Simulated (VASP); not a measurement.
# Gd (Gadolinium): structure and properties in VASP, part 10 of 11

Aim: relax Gd (Gadolinium), then compute properties on the relaxed cell. The start is a cell from a database of measured crystal structures.

VASP 6.6.1, plane waves and PAW; the level of theory is named at each step.

Still holding for the runs below: The magnetic order is the lowest of the few collinear ones that converged above; longer or canted patterns were not tried. The k-mesh is coarse for a metal.

So far, moment of the cell, from the last line of the log (μB): step 2 (magnetic order: ferromagnetic) 15.7; step 8 (relaxing cell and atoms (PBEsol + U)) 15.6. The relaxed cell has a = 3.581, c = 5.696 Å (conventional setting).

## Step 12: Total and projected DOS (PBEsol + U)

Level of this step: PBEsol, DFT+U (Gd f 5 eV), spin-polarised from a ferromagnetic start; plane waves and PAW (Gd) (VASP).

Here the states are counted by energy and projected on the atoms. The mesh is finer than in the run before.

Contents of INCAR:

```
SYSTEM = Gd
PREC = Accurate
ENCUT = 450
EDIFF = 1E-06
NELM = 150
ISMEAR = -5
SIGMA = 0.2
LREAL = .FALSE.
ALGO = Normal
GGA = PS
NBANDS = 40
ISPIN = 2
MAGMOM = 7.13 7.13
LDAU = .TRUE.
LDAUTYPE = 2
LDAUL = 3
LDAUU = 5
LDAUJ = 0
LDAUPRINT = 1
LASPH = .TRUE.
LMAXMIX = 6
AMIX = 0.2
BMIX = 1E-04
AMIX_MAG = 0.8
BMIX_MAG = 1E-04
LORBIT = 11
LWAVE = .FALSE.
LCHARG = .FALSE.
KPAR = 4
NEDOS = 2001
```

Contents of POSCAR:

```
Gd
1.0
    3.5811254439      0.0000000000      0.0000000000
   -1.7905627220      3.1013456086      0.0000000000
    0.0000000000      0.0000000000      5.6956788021
Gd
2
Direct
    0.3333333333      0.6666666667      0.2500000000
    0.6666666667      0.3333333333      0.7500000000
```

Contents of KPOINTS:

```
Automatic mesh
0
Gamma
11 11 6
0 0 0
```

Potentials, in the order of the species: Gd (PBE family, release 64).

Run with:

```bash
$ mpirun -np 4 vasp_std
```

The log of the run:

```text
[... set-up lines as in an earlier step ...]
 entering main loop
       N       E                     dE             d eps       ncg     rms          rms(c)
DAV:   1     0.256403900425E+03    0.25640E+03   -0.10028E+04 15952   0.399E+03
DAV:   2     0.373580453858E+02   -0.21905E+03   -0.18530E+03 15848   0.466E+02
DAV:   3    -0.365085748930E+01   -0.41009E+02   -0.39305E+02 15168   0.130E+02
DAV:   4    -0.121476632472E+02   -0.84968E+01   -0.83849E+01 19488   0.485E+01
DAV:   5    -0.135599693060E+02   -0.14123E+01   -0.14072E+01 19560   0.166E+01    0.556E+01
DAV:   6    -0.227057577077E+02   -0.91458E+01   -0.69546E+00 16344   0.761E+01    0.378E+01
DAV:   7    -0.234931319852E+02   -0.78737E+00   -0.18273E+00 18536   0.154E+01    0.455E+01
DAV:   8    -0.235085017107E+02   -0.15370E-01   -0.19929E-01 15584   0.198E+00    0.552E+01
DAV:   9    -0.235227172958E+02   -0.14216E-01   -0.35666E-02 17824   0.149E+00    0.320E+01
DAV:  10    -0.235323988180E+02   -0.96815E-02   -0.83253E-02 17184   0.174E+00    0.450E+00
DAV:  11    -0.235352723094E+02   -0.28735E-02   -0.16634E-02 17872   0.151E+00    0.466E+00
DAV:  12    -0.235350649621E+02    0.20735E-03   -0.24505E-03 19656   0.434E-01    0.475E+00
DAV:  13    -0.235347627176E+02    0.30224E-03   -0.17649E-03 18736   0.180E-01    0.363E-01
DAV:  14    -0.235347747957E+02   -0.12078E-04   -0.24799E-04 18088   0.105E-01    0.514E-02
DAV:  15    -0.235347685302E+02    0.62655E-05   -0.15111E-05 18744   0.276E-02    0.269E-02
DAV:  16    -0.235347602450E+02    0.82851E-05   -0.16575E-06 11800   0.108E-02    0.155E-02
DAV:  17    -0.235347601177E+02    0.12739E-06   -0.79885E-07 10728   0.686E-03
   1 F= -.23534760E+02 E0= -.23534760E+02  d E =0.000000E+00  mag=    15.5191
 -----------------------------------------------------------------------------
|                                                                             |
|           W    W    AA    RRRRR   N    N  II  N    N   GGGG   !!!           |
|           W    W   A  A   R    R  NN   N  II  NN   N  G    G  !!!           |
|           W    W  A    A  R    R  N N  N  II  N N  N  G       !!!           |
|           W WW W  AAAAAA  RRRRR   N  N N  II  N  N N  G  GGG   !            |
|           WW  WW  A    A  R   R   N   NN  II  N   NN  G    G                |
|           W    W  A    A  R    R  N    N  II  N    N   GGGG   !!!           |
|                                                                             |
|     Tetrahedron method does not include variations of the Fermi             |
|     occupations, so forces and stress will be inaccurate. We suggest        |
|     using a different smearing scheme ISMEAR = 1 or 2 for metals in         |
|     relaxations.                                                            |
|                                                                             |
 -----------------------------------------------------------------------------
```

It took 95 s on 4 MPI ranks of Intel Xeon Platinum 8259CL at 2.50GHz (Skylake/Cascade Lake), shared host; peak memory 1.4 GiB.

Parts of OUTCAR (step 12):

```text
   k-points           NKPTS =     64   k-points in BZ     NKDIM =     64   number of bands    NBANDS=     40

   NELECT =      36.0000    total number of electrons

atom =   1  type =  1  l = 3

 onsite density matrix

spin component  1

  0.9902 -0.0000  0.0000 -0.0000  0.0000  0.0000 -0.0000
 -0.0000  0.9894 -0.0000  0.0000  0.0000 -0.0000 -0.0000
  0.0000 -0.0000  0.9890  0.0000 -0.0000 -0.0000 -0.0000
 -0.0000  0.0000  0.0000  0.9901  0.0000  0.0000 -0.0000
  0.0000  0.0000 -0.0000  0.0000  0.9890 -0.0000  0.0000
  0.0000 -0.0000 -0.0000  0.0000 -0.0000  0.9894 -0.0000
 -0.0000 -0.0000 -0.0000 -0.0000  0.0000 -0.0000  0.9889

spin component  2

  0.0010  0.0000  0.0000  0.0000  0.0000 -0.0000 -0.0000
  0.0000  0.0014  0.0000  0.0000 -0.0000  0.0000  0.0000
  0.0000  0.0000  0.0008 -0.0000 -0.0000 -0.0000 -0.0000
  0.0000  0.0000 -0.0000  0.0007  0.0000  0.0000  0.0000
  0.0000 -0.0000 -0.0000  0.0000  0.0008  0.0000  0.0000
 -0.0000  0.0000 -0.0000  0.0000  0.0000  0.0014  0.0000
 -0.0000  0.0000 -0.0000  0.0000  0.0000  0.0000  0.0006

 occupancies and eigenvectors

  o =  0.0006  v =  0.0000  0.0000  0.0000  0.0000  0.0000  0.0000  0.0000 -0.0000  0.0000 -0.0000  0.0000  0.0000  0.0000 -1.0000      0.0000  0.0000  0.0000  0.0000  0.0000  0.0000  0.0000  0.0000  0.0000  0.0000  0.0000  0.0000  0.0000  0.0000
  o =  0.0007  v =  0.0000  0.0000  0.0000  0.0000  0.0000  0.0000  0.0000 -0.0000 -0.0000  0.0000  1.0000 -0.0000 -0.0000  0.0000      0.0000  0.0000  0.0000  0.0000  0.0000  0.0000  0.0000  0.0000  0.0000  0.0000  0.0000  0.0000  0.0000  0.0000
  o =  0.0008  v =  0.0000  0.0000  0.0000  0.0000  0.0000  0.0000  0.0000  0.0000 -0.0000 -0.3921 -0.0000 -0.9199  0.0000 -0.0000      0.0000  0.0000  0.0000  0.0000  0.0000  0.0000  0.0000  0.0000  0.0000  0.0000  0.0000  0.0000  0.0000  0.0000
  o =  0.0008  v =  0.0000  0.0000  0.0000  0.0000  0.0000  0.0000  0.0000  0.0000  0.0000 -0.9199  0.0000  0.3921 -0.0000  0.0000      0.0000  0.0000  0.0000  0.0000  0.0000  0.0000  0.0000  0.0000  0.0000  0.0000  0.0000  0.0000  0.0000  0.0000
  o =  0.0010  v =  0.0000  0.0000  0.0000  0.0000  0.0000  0.0000  0.0000  1.0000 -0.0000  0.0000  0.0000  0.0000  0.0000 -0.0000      0.0000  0.0000  0.0000  0.0000  0.0000  0.0000  0.0000  0.0000  0.0000  0.0000  0.0000  0.0000  0.0000  0.0000
  o =  0.0014  v =  0.0000  0.0000  0.0000  0.0000  0.0000  0.0000  0.0000  0.0000  0.0711  0.0000 -0.0000 -0.0000 -0.9975 -0.0000      0.0000  0.0000  0.0000  0.0000  0.0000  0.0000  0.0000  0.0000  0.0000  0.0000  0.0000  0.0000  0.0000  0.0000
  o =  0.0014  v =  0.0000  0.0000  0.0000  0.0000  0.0000  0.0000  0.0000 -0.0000 -0.9975  0.0000 -0.0000  0.0000 -0.0711 -0.0000      0.0000  0.0000  0.0000  0.0000  0.0000  0.0000  0.0000  0.0000  0.0000  0.0000  0.0000  0.0000  0.0000  0.0000
  o =  0.9889  v = -0.0000 -0.0000 -0.0000 -0.0000  0.0000 -0.0000 -1.0000  0.0000  0.0000  0.0000  0.0000  0.0000  0.0000  0.0000      0.0000  0.0000  0.0000  0.0000  0.0000  0.0000  0.0000  0.0000  0.0000  0.0000  0.0000  0.0000  0.0000  0.0000
  o =  0.9890  v =  0.0000  0.0000 -0.4131  0.0000 -0.9107  0.0000 -0.0000  0.0000  0.0000  0.0000  0.0000  0.0000  0.0000  0.0000      0.0000  0.0000  0.0000  0.0000  0.0000  0.0000  0.0000  0.0000  0.0000  0.0000  0.0000  0.0000  0.0000  0.0000
  o =  0.9890  v = -0.0000 -0.0000  0.9107  0.0000 -0.4131  0.0000 -0.0000  0.0000  0.0000  0.0000  0.0000  0.0000  0.0000  0.0000      0.0000  0.0000  0.0000  0.0000  0.0000  0.0000  0.0000  0.0000  0.0000  0.0000  0.0000  0.0000  0.0000  0.0000
  o =  0.9894  v = -0.0000 -1.0000 -0.0000  0.0000 -0.0000  0.0092  0.0000  0.0000  0.0000  0.0000  0.0000  0.0000  0.0000  0.0000      0.0000  0.0000  0.0000  0.0000  0.0000  0.0000  0.0000  0.0000  0.0000  0.0000  0.0000  0.0000  0.0000  0.0000
[...]
o =  0.0008  v =  0.0000  0.0000  0.0000  0.0000  0.0000  0.0000  0.0000  0.0000  0.0000 -0.4131 -0.0000 -0.9107  0.0000 -0.0000      0.0000  0.0000  0.0000  0.0000  0.0000  0.0000  0.0000  0.0000  0.0000  0.0000  0.0000  0.0000  0.0000  0.0000
  o =  0.0008  v =  0.0000  0.0000  0.0000  0.0000  0.0000  0.0000  0.0000  0.0000  0.0000 -0.9107  0.0000  0.4131 -0.0000  0.0000      0.0000  0.0000  0.0000  0.0000  0.0000  0.0000  0.0000  0.0000  0.0000  0.0000  0.0000  0.0000  0.0000  0.0000
  o =  0.0010  v =  0.0000  0.0000  0.0000  0.0000  0.0000  0.0000  0.0000  1.0000 -0.0000  0.0000 -0.0000  0.0000  0.0000 -0.0000      0.0000  0.0000  0.0000  0.0000  0.0000  0.0000  0.0000  0.0000  0.0000  0.0000  0.0000  0.0000  0.0000  0.0000
  o =  0.0014  v =  0.0000  0.0000  0.0000  0.0000  0.0000  0.0000  0.0000  0.0000  0.3832  0.0000 -0.0000  0.0000 -0.9237 -0.0000      0.0000  0.0000  0.0000  0.0000  0.0000  0.0000  0.0000  0.0000  0.0000  0.0000  0.0000  0.0000  0.0000  0.0000
  o =  0.0014  v =  0.0000  0.0000  0.0000  0.0000  0.0000  0.0000  0.0000 -0.0000 -0.9237 -0.0000 -0.0000 -0.0000 -0.3832  0.0000      0.0000  0.0000  0.0000  0.0000  0.0000  0.0000  0.0000  0.0000  0.0000  0.0000  0.0000  0.0000  0.0000  0.0000
  o =  0.9889  v =  0.0000  0.0000  0.0000  0.0000 -0.0000  0.0000  1.0000  0.0000  0.0000  0.0000  0.0000  0.0000  0.0000  0.0000      0.0000  0.0000  0.0000  0.0000  0.0000  0.0000  0.0000  0.0000  0.0000  0.0000  0.0000  0.0000  0.0000  0.0000
  o =  0.9890  v = -0.0000 -0.0000  0.4131  0.0000  0.9107 -0.0000  0.0000  0.0000  0.0000  0.0000  0.0000  0.0000  0.0000  0.0000      0.0000  0.0000  0.0000  0.0000  0.0000  0.0000  0.0000  0.0000  0.0000  0.0000  0.0000  0.0000  0.0000  0.0000
  o =  0.9890  v = -0.0000 -0.0000  0.9107 -0.0000 -0.4131  0.0000 -0.0000  0.0000  0.0000  0.0000  0.0000  0.0000  0.0000  0.0000      0.0000  0.0000  0.0000  0.0000  0.0000  0.0000  0.0000  0.0000  0.0000  0.0000  0.0000  0.0000  0.0000  0.0000
  o =  0.9894  v =  0.0000 -0.0940 -0.0000 -0.0000 -0.0000  0.9956  0.0000  0.0000  0.0000  0.0000  0.0000  0.0000  0.0000  0.0000      0.0000  0.0000  0.0000  0.0000  0.0000  0.0000  0.0000  0.0000  0.0000  0.0000  0.0000  0.0000  0.0000  0.0000
  o =  0.9894  v = -0.0000  0.9956  0.0000 -0.0000  0.0000  0.0940 -0.0000  0.0000  0.0000  0.0000  0.0000  0.0000  0.0000  0.0000      0.0000  0.0000  0.0000  0.0000  0.0000  0.0000  0.0000  0.0000  0.0000  0.0000  0.0000  0.0000  0.0000  0.0000
  o =  0.9901  v = -0.0000  0.0000  0.0000  1.0000 -0.0000  0.0000 -0.0000  0.0000  0.0000  0.0000  0.0000  0.0000  0.0000  0.0000      0.0000  0.0000  0.0000  0.0000  0.0000  0.0000  0.0000  0.0000  0.0000  0.0000  0.0000  0.0000  0.0000  0.0000
  o =  0.9902  v =  1.0000  0.0000  0.0000  0.0000  0.0000 -0.0000 -0.0000  0.0000  0.0000  0.0000  0.0000  0.0000  0.0000  0.0000      0.0000  0.0000  0.0000  0.0000  0.0000  0.0000  0.0000  0.0000  0.0000  0.0000  0.0000  0.0000  0.0000  0.0000

 E-fermi :   3.1147

 spin component 1
 k-point     1 :       0.0000    0.0000    0.0000
  band No.  band energies     occupation
    ...
     20      -4.2784      1.00000
     21      -4.2536      1.00000
     22      -4.2484      1.00000
     23      -2.1312      1.00000
     24       0.4385      1.00000
     25       4.2363      0.00000
     26       4.3288      0.00000
     27       4.3288      0.00000
     28       4.5109      0.00000
     29       4.9896      0.00000
    ...

 k-point     2 :       0.0909    0.0000    0.0000
  band No.  band energies     occupation
    ...
     20      -4.2802      1.00000
     21      -4.2600      1.00000
     22      -4.2547      1.00000
     23      -1.9271      1.00000
     24       0.6368      1.00000
     25       3.8787     -0.04137
     26       3.9303      0.00000
     27       4.5297      0.00000
     28       4.7543      0.00000
     29       4.8804      0.00000
    ...

  Total       -0.0377921     -0.0377921      0.0760800      0.0000000     -0.0000000     -0.0000000
  in kB       -0.9571860     -0.9571860      1.9269294      0.0000000     -0.0000000     -0.0000000
  external PRESSURE =       0.0041858 kB  Pullay stress =       0.0000000 kB

  FREE ENERGIE OF THE ION-ELECTRON SYSTEM (eV)
  ---------------------------------------------------
  free  energy   TOTEN  =       -23.5347601177 eV

  energy  without entropy=      -23.5347601177  energy(sigma->0) =      -23.53476012

 magnetization (x)
# of ion       s       p       d       f       tot
--------------------------------------------------
    1        0.005  -0.044   0.240   6.914   7.115
    2        0.005  -0.044   0.240   6.914   7.115
--------------------------------------------------
tot          0.010  -0.088   0.481  13.828  14.231

[... 8 parts as in an earlier step ...]

[... 14 further parts left out ...]
```

With tetrahedra the forces and stress of a metal are not exact derivatives of the energy.

This step gave:

```
SCF cycles                                        : 17
irreducible k-points                              : 64
free energy (TOTEN)                               : -23.53 eV
pressure                                          : 4.19e-4 GPa
moment of the cell, from the last line of the log : 15.52 μB
DOS at the Fermi level                            : 1.499 states/eV/cell
```

The density of states has structure finer than the step of the table below, so its rows give means over 1 eV, whole bins alone (the curve runs from -12.0 to 2.27 eV). Peaks (eV: height): total up -7.5: 106; total down -0.6: 1.58, 0.6: 2.81, 1.5: 2.90; Gd f up -7.5: 104.

States under -12.0 eV and over 2.3 eV are left out. Table of density of states by energy, zero at the Fermi level; means over each step; values in states/eV/cell:

```tsv
energy (eV)	total up	total down	Gd f up	Gd f down
-9	0	0	0	0
-8	2.11	0	2.08	0
-7	11.9	0	11.8	0
-6	0	0	0	0
-5	0.0425	0	0	0
-4	0.160	0.0438	0	0
-3	0.418	0.155	2.7e-4	0
-2	1.08	0.431	0.00241	4.7e-4
-1	1.25	1.17	0.00443	0.00734
0	1.22	1.08	0.00681	0.0227
1	1.96	1.52	0.0109	0.113
```

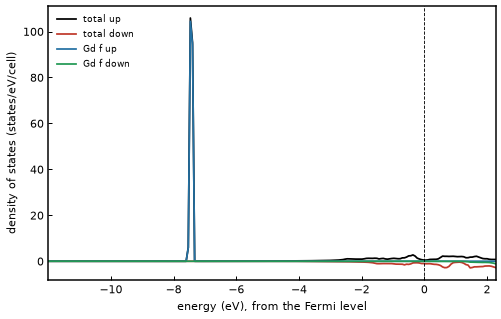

Density of states against energy. Down spins are drawn negative.

The finer mesh and the other smearing move the Fermi level by +0.00 eV from the 7×7×4 run, a small shift, which tests the Fermi level alone.

(Part 10 of 11 ends here.)

[Lines on the potential files, build, host, timing and source positions are cut from VASP's logs without a mark.]

[Logs are printed without paths, hosts, clocks, repeated set-up lines and the standing remarks that a program may print on its own settings, such as how far it seeks lower states.]

[Hosts, paths, dates, database ids (printed as entryN), source tags and the programs' standing remarks are cut or masked in the printed files.]

[A measured line is paired with the nearest computed mode of its activity, which favours agreement.]
